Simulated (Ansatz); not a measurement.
# H2O2 (triplet): wB97M-V, B2PLYP over a scan of the distance O1–H3 along a hydrogen transfer, cc-pVDZ, part 2 of 2

Ansatz 0.2.0, Gaussian basis; cc-pVDZ, all electrons in the functionals, frozen cores in the correlation of double hybrids and RPA.

## (11) B2PLYP, 0.892 Å

Contents of in.yaml:

```yaml
crystal:
  periodic: [false, false, false]
  atoms:
    - {symbol: O, position_ang: [-1.068434, -0.027457, 0.000000]}
    - {symbol: H, position_ang: [-1.317744, 0.899119, 0.000000]}
    - {symbol: H, position_ang: [-0.176434, -0.027457, 0.000000]}
    - {symbol: O, position_ang: [1.162566, -0.027457, 0.000000]}
basis:
  gaussian: {orbitals: cc-pVDZ}
magnetization: {spin_polarized: true, initial_magnetization: 2}
hamiltonian: {xc: {name: B2PLYP}}
correlation: {electrons: outside_noble_gas}
```

Run with:

```bash
$ ansatz run in.yaml --threads 1 --pin off --events-out ev --progress --plain --max-ram 2393MiB
```

The log of the run, cut to the lines that bear on the results:

```text
Functional definition: B2PLYP
  name "B2PLYP"
  cite "Grimme, J. Chem. Phys. 124, 034108 (2006) doi:10.1063/1.2148954"
  cite "Becke, Phys. Rev. A 38, 3098 (1988) doi:10.1103/PhysRevA.38.3098"
  cite "Lee, Yang & Parr, Phys. Rev. B 37, 785 (1988) doi:10.1103/PhysRevB.37.785"
[...]
341 factors; integrals over basis functions are off by at most 1.4e-3 eV
[...]
mean field -4115.40729732 eV, -151.2384286533 hartree, gradient 1.7e-6 eV, S^2 2.006355; 5 other end points of the search recorded, 0 dependent functions left out
2 core orbitals not correlated: weight in the atoms' cores, before any rotation towards them, 1.000 or more for the frozen orbitals, at most 0.000 for the correlated occupied ones
reference -4115.40737037 eV, -151.2384313378 hartree; 8, 6 occupied and 28, 30 virtual orbitals, 341 factors
second order -10.19666555 eV of doubles, -0.00000000 eV of singles
Total energy: -4118.16047007 eV, -151.3396058855 hartree
```

It took 3.2 s on 1 thread of Arm Neoverse V1, shared host.

From the report: ⟨S²⟩ of the determinant 2.006 (pure triplet: 2.00).

## (12) B2PLYP, 0.960 Å

Contents of in.yaml:

```yaml
crystal:
  periodic: [false, false, false]
  atoms:
    - {symbol: O, position_ang: [-1.070435, -0.027457, 0.000000]}
    - {symbol: H, position_ang: [-1.319745, 0.899119, 0.000000]}
    - {symbol: H, position_ang: [-0.110906, -0.027457, 0.000000]}
    - {symbol: O, position_ang: [1.160565, -0.027457, 0.000000]}
basis:
  gaussian: {orbitals: cc-pVDZ}
magnetization: {spin_polarized: true, initial_magnetization: 2}
hamiltonian: {xc: {name: B2PLYP}}
correlation: {electrons: outside_noble_gas}
```

The command is unchanged.

The log of the run, cut to the lines that bear on the results:

```text
Functional definition: B2PLYP
  name "B2PLYP"
  cite "Grimme, J. Chem. Phys. 124, 034108 (2006) doi:10.1063/1.2148954"
  cite "Becke, Phys. Rev. A 38, 3098 (1988) doi:10.1103/PhysRevA.38.3098"
  cite "Lee, Yang & Parr, Phys. Rev. B 37, 785 (1988) doi:10.1103/PhysRevB.37.785"
[...]
343 factors; integrals over basis functions are off by at most 1.4e-3 eV
[...]
mean field -4115.48429579 eV, -151.2412582948 hartree, gradient 9.9e-6 eV, S^2 2.009659; 6 other end points of the search recorded, 0 dependent functions left out
2 core orbitals not correlated: weight in the atoms' cores, before any rotation towards them, 1.000 or more for the frozen orbitals, at most 0.000 for the correlated occupied ones
reference -4115.48436865 eV, -151.2412609726 hartree; 8, 6 occupied and 28, 30 virtual orbitals, 343 factors
second order -10.45187124 eV of doubles, -0.00000000 eV of singles
Total energy: -4118.30637389 eV, -151.3449677521 hartree
```

Wall time 3.3 s (1 thread of Arm Neoverse V1, shared host).

From the report: ⟨S²⟩ of the determinant 2.010 (pure triplet: 2.00).

## (13) B2PLYP, 1.000 Å

Contents of in.yaml:

```yaml
crystal:
  periodic: [false, false, false]
  atoms:
    - {symbol: O, position_ang: [-1.071635, -0.027457, 0.000000]}
    - {symbol: H, position_ang: [-1.320944, 0.899119, 0.000000]}
    - {symbol: H, position_ang: [-0.071635, -0.027457, 0.000000]}
    - {symbol: O, position_ang: [1.159365, -0.027457, 0.000000]}
basis:
  gaussian: {orbitals: cc-pVDZ}
magnetization: {spin_polarized: true, initial_magnetization: 2}
hamiltonian: {xc: {name: B2PLYP}}
correlation: {electrons: outside_noble_gas}
```

The command is unchanged.

The log of the run, cut to the lines that bear on the results:

```text
Functional definition: B2PLYP
  name "B2PLYP"
  cite "Grimme, J. Chem. Phys. 124, 034108 (2006) doi:10.1063/1.2148954"
  cite "Becke, Phys. Rev. A 38, 3098 (1988) doi:10.1103/PhysRevA.38.3098"
  cite "Lee, Yang & Parr, Phys. Rev. B 37, 785 (1988) doi:10.1103/PhysRevB.37.785"
[...]
343 factors; integrals over basis functions are off by at most 1.5e-3 eV
[...]
mean field -4115.43589010 eV, -151.2394794187 hartree, gradient 3.5e-6 eV, S^2 2.012662; 4 other end points of the search recorded, 0 dependent functions left out
2 core orbitals not correlated: weight in the atoms' cores, before any rotation towards them, 1.000 or more for the frozen orbitals, at most 0.000 for the correlated occupied ones
reference -4115.43596282 eV, -151.2394820909 hartree; 8, 6 occupied and 28, 30 virtual orbitals, 343 factors
second order -10.60404055 eV of doubles, -0.00000000 eV of singles
Total energy: -4118.29905377 eV, -151.3446987426 hartree
```

Run time: 2.7 s. Hardware: 1 thread of Arm Neoverse V1, shared host.

From the report: ⟨S²⟩ of the determinant 2.013 (pure triplet: 2.00).

From 0.960 Å: +0.7 kJ/mol.

## (14) B2PLYP, 1.040 Å

Contents of in.yaml:

```yaml
crystal:
  periodic: [false, false, false]
  atoms:
    - {symbol: O, position_ang: [-1.072820, -0.027457, 0.000000]}
    - {symbol: H, position_ang: [-1.322130, 0.899119, 0.000000]}
    - {symbol: H, position_ang: [-0.032820, -0.027457, 0.000000]}
    - {symbol: O, position_ang: [1.158180, -0.027457, 0.000000]}
basis:
  gaussian: {orbitals: cc-pVDZ}
magnetization: {spin_polarized: true, initial_magnetization: 2}
hamiltonian: {xc: {name: B2PLYP}}
correlation: {electrons: outside_noble_gas}
```

Launched as before.

The log of the run, cut to the lines that bear on the results:

```text
Functional definition: B2PLYP
  name "B2PLYP"
  cite "Grimme, J. Chem. Phys. 124, 034108 (2006) doi:10.1063/1.2148954"
  cite "Becke, Phys. Rev. A 38, 3098 (1988) doi:10.1103/PhysRevA.38.3098"
  cite "Lee, Yang & Parr, Phys. Rev. B 37, 785 (1988) doi:10.1103/PhysRevB.37.785"
[...]
344 factors; integrals over basis functions are off by at most 1.6e-3 eV
[...]
mean field -4115.35909552 eV, -151.2366572698 hartree, gradient 2.7e-6 eV, S^2 2.016127; 6 other end points of the search recorded, 0 dependent functions left out
2 core orbitals not correlated: weight in the atoms' cores, before any rotation towards them, 1.000 or more for the frozen orbitals, at most 0.000 for the correlated occupied ones
reference -4115.35916804 eV, -151.2366599348 hartree; 8, 6 occupied and 28, 30 virtual orbitals, 344 factors
second order -10.73269373 eV of doubles, -0.00000000 eV of singles
Total energy: -4118.25699535 eV, -151.3431531241 hartree
```

Run time: 3.4 s. Hardware: 1 thread of Arm Neoverse V1, shared host.

From the report: ⟨S²⟩ of the determinant 2.016 (pure triplet: 2.00).

From 0.960 Å: +4.8 kJ/mol.

## (15) B2PLYP, 1.080 Å

Contents of in.yaml:

```yaml
crystal:
  periodic: [false, false, false]
  atoms:
    - {symbol: O, position_ang: [-1.074005, -0.027457, 0.000000]}
    - {symbol: H, position_ang: [-1.323315, 0.899119, 0.000000]}
    - {symbol: H, position_ang: [0.005995, -0.027457, 0.000000]}
    - {symbol: O, position_ang: [1.156995, -0.027457, 0.000000]}
basis:
  gaussian: {orbitals: cc-pVDZ}
magnetization: {spin_polarized: true, initial_magnetization: 2}
hamiltonian: {xc: {name: B2PLYP}}
correlation: {electrons: outside_noble_gas}
```

Same command.

The log of the run, cut to the lines that bear on the results:

```text
Functional definition: B2PLYP
  name "B2PLYP"
  cite "Grimme, J. Chem. Phys. 124, 034108 (2006) doi:10.1063/1.2148954"
  cite "Becke, Phys. Rev. A 38, 3098 (1988) doi:10.1103/PhysRevA.38.3098"
  cite "Lee, Yang & Parr, Phys. Rev. B 37, 785 (1988) doi:10.1103/PhysRevB.37.785"
[...]
344 factors; integrals over basis functions are off by at most 1.6e-3 eV
[...]
mean field -4115.28072671 eV, -151.2337772690 hartree, gradient 2.4e-6 eV, S^2 2.019235; 8 other end points of the search recorded, 0 dependent functions left out
2 core orbitals not correlated: weight in the atoms' cores, before any rotation towards them, 1.000 or more for the frozen orbitals, at most 0.000 for the correlated occupied ones
reference -4115.28079898 eV, -151.2337799251 hartree; 8, 6 occupied and 28, 30 virtual orbitals, 344 factors
second order -10.81377681 eV of doubles, -0.00000000 eV of singles
Total energy: -4118.20051872 eV, -151.3410776465 hartree
```

It took 3.7 s on 1 thread of Arm Neoverse V1, shared host.

From the report: ⟨S²⟩ of the determinant 2.019 (pure triplet: 2.00).

From 0.960 Å: +10.2 kJ/mol.

## (16) B2PLYP, 1.120 Å

Contents of in.yaml:

```yaml
crystal:
  periodic: [false, false, false]
  atoms:
    - {symbol: O, position_ang: [-1.075191, -0.027457, 0.000000]}
    - {symbol: H, position_ang: [-1.324500, 0.899119, 0.000000]}
    - {symbol: H, position_ang: [0.044809, -0.027457, 0.000000]}
    - {symbol: O, position_ang: [1.155809, -0.027457, 0.000000]}
basis:
  gaussian: {orbitals: cc-pVDZ}
magnetization: {spin_polarized: true, initial_magnetization: 2}
hamiltonian: {xc: {name: B2PLYP}}
correlation: {electrons: outside_noble_gas}
```

Launched as before.

The log of the run, cut to the lines that bear on the results:

```text
Functional definition: B2PLYP
  name "B2PLYP"
  cite "Grimme, J. Chem. Phys. 124, 034108 (2006) doi:10.1063/1.2148954"
  cite "Becke, Phys. Rev. A 38, 3098 (1988) doi:10.1103/PhysRevA.38.3098"
  cite "Lee, Yang & Parr, Phys. Rev. B 37, 785 (1988) doi:10.1103/PhysRevB.37.785"
[...]
344 factors; integrals over basis functions are off by at most 1.6e-3 eV
[...]
mean field -4115.22000634 eV, -151.2315458366 hartree, gradient 5.0e-6 eV, S^2 2.020784; 8 other end points of the search recorded, 0 dependent functions left out
2 core orbitals not correlated: weight in the atoms' cores, before any rotation towards them, 1.000 or more for the frozen orbitals, at most 0.000 for the correlated occupied ones
reference -4115.22007834 eV, -151.2315484827 hartree; 8, 6 occupied and 28, 30 virtual orbitals, 344 factors
second order -10.82376480 eV of doubles, -0.00000000 eV of singles
Total energy: -4118.14249484 eV, -151.3389453080 hartree
```

It took 3.9 s on 1 thread of Arm Neoverse V1, shared host.

From the report: ⟨S²⟩ of the determinant 2.021 (pure triplet: 2.00).

From 0.960 Å: +15.8 kJ/mol.

## (17) B2PLYP, 1.161 Å

Contents of in.yaml:

```yaml
crystal:
  periodic: [false, false, false]
  atoms:
    - {symbol: O, position_ang: [-1.076406, -0.027457, 0.000000]}
    - {symbol: H, position_ang: [-1.325715, 0.899119, 0.000000]}
    - {symbol: H, position_ang: [0.084594, -0.027457, 0.000000]}
    - {symbol: O, position_ang: [1.154594, -0.027457, 0.000000]}
basis:
  gaussian: {orbitals: cc-pVDZ}
magnetization: {spin_polarized: true, initial_magnetization: 2}
hamiltonian: {xc: {name: B2PLYP}}
correlation: {electrons: outside_noble_gas}
```

The command is unchanged.

The log of the run, cut to the lines that bear on the results:

```text
Functional definition: B2PLYP
  name "B2PLYP"
  cite "Grimme, J. Chem. Phys. 124, 034108 (2006) doi:10.1063/1.2148954"
  cite "Becke, Phys. Rev. A 38, 3098 (1988) doi:10.1103/PhysRevA.38.3098"
  cite "Lee, Yang & Parr, Phys. Rev. B 37, 785 (1988) doi:10.1103/PhysRevB.37.785"
[...]
344 factors; integrals over basis functions are off by at most 1.6e-3 eV
[...]
mean field -4115.18364206 eV, -151.2302094740 hartree, gradient 3.1e-6 eV, S^2 2.020052; 10 other end points of the search recorded, 0 dependent functions left out
2 core orbitals not correlated: weight in the atoms' cores, before any rotation towards them, 1.000 or more for the frozen orbitals, at most 0.000 for the correlated occupied ones
reference -4115.18371376 eV, -151.2302121091 hartree; 8, 6 occupied and 28, 30 virtual orbitals, 344 factors
second order -10.75319573 eV of doubles, -0.00000000 eV of singles
Total energy: -4118.08707661 eV, -151.3369087257 hartree
```

Run time: 5.5 s. Hardware: 1 thread of Arm Neoverse V1, shared host.

From the report: ⟨S²⟩ of the determinant 2.020 (pure triplet: 2.00).

From 0.960 Å: +21.2 kJ/mol.

## (18) B2PLYP, 1.201 Å

Contents of in.yaml:

```yaml
crystal:
  periodic: [false, false, false]
  atoms:
    - {symbol: O, position_ang: [-1.077591, -0.027457, 0.000000]}
    - {symbol: H, position_ang: [-1.326900, 0.899119, 0.000000]}
    - {symbol: H, position_ang: [0.123409, -0.027457, 0.000000]}
    - {symbol: O, position_ang: [1.153409, -0.027457, 0.000000]}
basis:
  gaussian: {orbitals: cc-pVDZ}
magnetization: {spin_polarized: true, initial_magnetization: 2}
hamiltonian: {xc: {name: B2PLYP}}
correlation: {electrons: outside_noble_gas}
```

Launched as before.

The log of the run, cut to the lines that bear on the results:

```text
Functional definition: B2PLYP
  name "B2PLYP"
  cite "Grimme, J. Chem. Phys. 124, 034108 (2006) doi:10.1063/1.2148954"
  cite "Becke, Phys. Rev. A 38, 3098 (1988) doi:10.1103/PhysRevA.38.3098"
  cite "Lee, Yang & Parr, Phys. Rev. B 37, 785 (1988) doi:10.1103/PhysRevB.37.785"
[...]
343 factors; integrals over basis functions are off by at most 1.5e-3 eV
[...]
mean field -4115.16644992 eV, -151.2295776747 hartree, gradient 3.5e-6 eV, S^2 2.017561; 4 other end points of the search recorded, 0 dependent functions left out
2 core orbitals not correlated: weight in the atoms' cores, before any rotation towards them, 1.000 or more for the frozen orbitals, at most 0.000 for the correlated occupied ones
reference -4115.16652133 eV, -151.2295802989 hartree; 8, 6 occupied and 28, 30 virtual orbitals, 343 factors
second order -10.62149083 eV of doubles, -0.00000000 eV of singles
Total energy: -4118.03432386 eV, -151.3349700978 hartree
```

Wall time 2.4 s (1 thread of Arm Neoverse V1, shared host).

From the report: ⟨S²⟩ of the determinant 2.018 (pure triplet: 2.00).

From 0.960 Å: +26.2 kJ/mol.

## (19) B2PLYP, 1.241 Å

Contents of in.yaml:

```yaml
crystal:
  periodic: [false, false, false]
  atoms:
    - {symbol: O, position_ang: [-1.078776, -0.027457, 0.000000]}
    - {symbol: H, position_ang: [-1.328086, 0.899119, 0.000000]}
    - {symbol: H, position_ang: [0.162224, -0.027457, 0.000000]}
    - {symbol: O, position_ang: [1.152224, -0.027457, 0.000000]}
basis:
  gaussian: {orbitals: cc-pVDZ}
magnetization: {spin_polarized: true, initial_magnetization: 2}
hamiltonian: {xc: {name: B2PLYP}}
correlation: {electrons: outside_noble_gas}
```

Same command.

The log of the run, cut to the lines that bear on the results:

```text
Functional definition: B2PLYP
  name "B2PLYP"
  cite "Grimme, J. Chem. Phys. 124, 034108 (2006) doi:10.1063/1.2148954"
  cite "Becke, Phys. Rev. A 38, 3098 (1988) doi:10.1103/PhysRevA.38.3098"
  cite "Lee, Yang & Parr, Phys. Rev. B 37, 785 (1988) doi:10.1103/PhysRevB.37.785"
[...]
343 factors; integrals over basis functions are off by at most 1.4e-3 eV
[...]
mean field -4115.14807080 eV, -151.2289022545 hartree, gradient 2.0e-6 eV, S^2 2.014446; 4 other end points of the search recorded, 0 dependent functions left out
2 core orbitals not correlated: weight in the atoms' cores, before any rotation towards them, 1.000 or more for the frozen orbitals, at most 0.000 for the correlated occupied ones
reference -4115.14814193 eV, -151.2289048683 hartree; 8, 6 occupied and 28, 30 virtual orbitals, 343 factors
second order -10.45595619 eV of doubles, -0.00000000 eV of singles
Total energy: -4117.97125010 eV, -151.3326521800 hartree
```

It took 2.5 s on 1 thread of Arm Neoverse V1, shared host.

From the report: ⟨S²⟩ of the determinant 2.014 (pure triplet: 2.00).

From 0.960 Å: +32.3 kJ/mol.

## (20) Against the wave-function levels

The yardstick is UCCSDT(Q), where the cluster series has nearly closed. It comes from earlier runs at the same points. Energies in kJ/mol, counted from 0.960 Å; blanks weren't run or aren't comparable.

| level | 0.892 Å | 0.960 Å | 1.000 Å | 1.040 Å | 1.080 Å | 1.120 Å | 1.161 Å | 1.201 Å | 1.241 Å |
| --- | --- | --- | --- | --- | --- | --- | --- | --- | --- |
| UCCSDT(Q) | 9.5 | 0.0 | 3.9 | 11.0 | 18.9 | 25.9 | 31.3 | 35.3 | 39.5 |
| wB97M-V | 14.6 | 0.0 | 0.5 | 4.5 | 9.9 | 15.3 | 20.5 | 25.4 | 31.6 |
| B2PLYP | 14.1 | 0.0 | 0.7 | 4.8 | 10.2 | 15.8 | 21.2 | 26.2 | 32.3 |

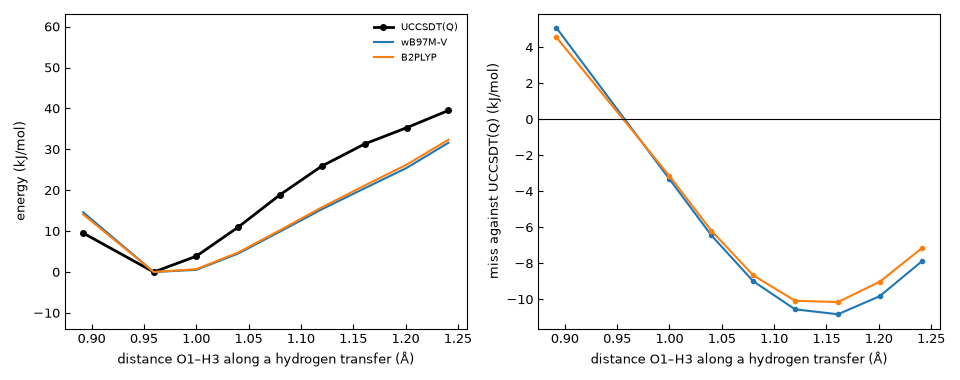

Left: the curves (the axis may cut off levels that run far away). Right: misses against UCCSDT(Q), in the same colours.

Largest miss and mean time a point (UCCSDT(Q) took 45 s a point; shared hosts):

| level | largest miss (kJ/mol) | where | time a point |
| --- | --- | --- | --- |
| wB97M-V | -10.8 | 1.161 Å | 8 s |
| B2PLYP | -10.2 | 1.161 Å | 3.4 s |

## (21) Summary of results

This closing draws on all 2 parts.

| quantity | value |
| --- | --- |
| span of the UCCSDT(Q) curve | 39.5 kJ/mol |
| largest miss, wB97M-V | -10.8 kJ/mol (1.161 Å) |
| largest miss, B2PLYP | -10.2 kJ/mol (1.161 Å) |

Of the functionals, B2PLYP keep the smallest largest miss at the points compared (at most 10.2 kJ/mol) and wB97M-V strays most (10.8 kJ/mol, at 1.161 Å). Functionals and the yardstick converge differently with the basis, so part of each miss in cc-pVDZ is the basis.
